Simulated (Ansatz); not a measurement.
# Cd$_{10}$H$_{30}$Te$_{10}$ (Cd10Te10 zinc blende bond sphere): what the fields show

Cd$_{10}$H$_{30}$Te$_{10}$, 50 atoms.

Geometry: PBE-D4/def2-SVP; core potentials replace the inner electrons of Cd and Te; not at a stationary point (largest force 0.6 eV/Å).

Level of theory: RKS PBE0-D4/def2-TZVP (Ansatz 0.2.0).

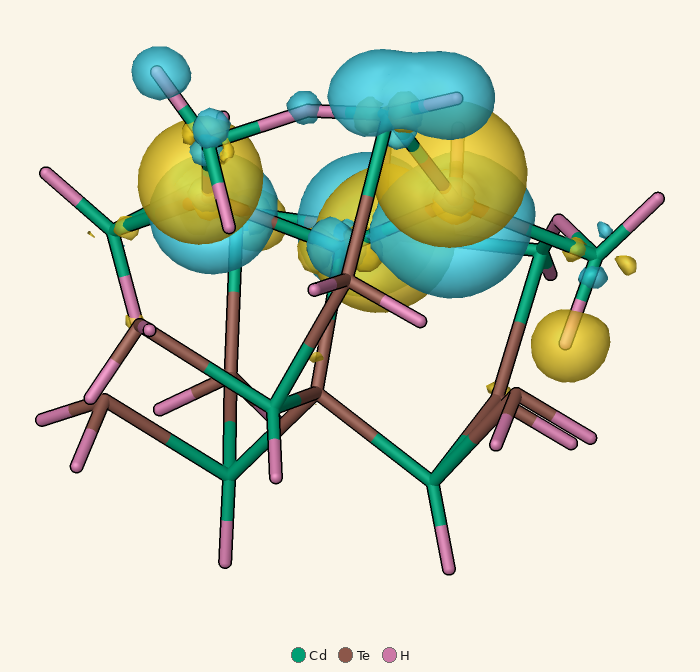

Figure 1. The HOMO−1 at ±0.06 Å⁻³ᐟ² (yellow and cyan are the two phases), seen from one side.

What is the character of this orbital?

Answer. By Hirshfeld shares it lies mainly on Te17 (about 30 %), Te14 (about 20 %), Te20 (about 15 %) and Cd7 (about 5 %). Its energy is −6.68 eV.

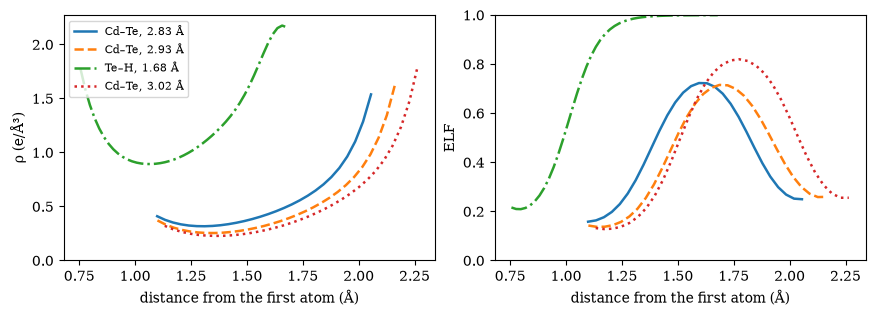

Figure 2. Electron density and electron localisation function along straight lines between neighbouring atoms. The curves leave out the atomic cores.

Compare the contacts.

Answer. Cd–Te (2.83 Å): the density is about 0.34 e/Å³ at the midpoint; the ELF peaks at about 0.70 in the valence shell of Te, 1.2 Å from its nucleus, and is about 0.55 at the midpoint.
Cd–Te (2.93 Å): ρ at the midpoint is about 0.27 e/Å³; the ELF peaks at about 0.70 in the valence shell of Te, 1.2 Å from its nucleus, and is about 0.45 at the midpoint.
Te–H (1.68 Å): ρ is about 1.2 e/Å³ halfway; the ELF climbs to about 1 towards the hydrogen, as it does in any bond to H.
Cd–Te (3.02 Å): ρ is about 0.25 e/Å³ halfway; the ELF peaks at about 0.80 between the atoms.

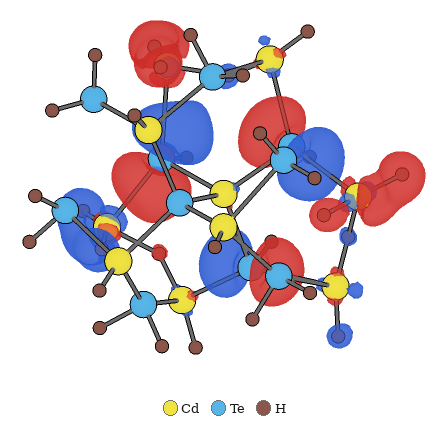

Figure 3. The HOMO at ±0.06 Å⁻³ᐟ² (red and blue are the two phases), seen at a tilt.

Where does this orbital lie, and at what energy?

Answer. It lies mainly on Te20 (about 25 %), Te17 (about 15 %), Te14 (about 10 %), Cd9 (about 5 %) and Cd10 (about 5 %). Its energy is −6.63 eV.
